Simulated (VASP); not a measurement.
Band structure of MgCdTe₂ (space group P-4m2). Calculation: modified Becke-Johnson potential (mBJ) with spin-orbit coupling, VASP's PBE PAW potentials (set 64) (plane waves; VASP).

mBJ is a potential without an energy functional, so only the levels count.

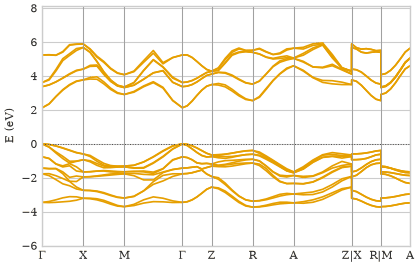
Figure: Bands along high-symmetry lines, zero at the valence-band maximum or, without a gap, the Fermi level

### Question
Read the plot: is there a gap, and where are the band edges?

### Answer
The gap is direct, 2.12 eV, from the valence maximum at Γ to the conduction minimum at Γ.

The structure comes from a computed database's MgCdTe2 entry (P-4m2); how it stands against other phases isn't given here. It was relaxed first. The cell's shape comes from a PBE relaxation.
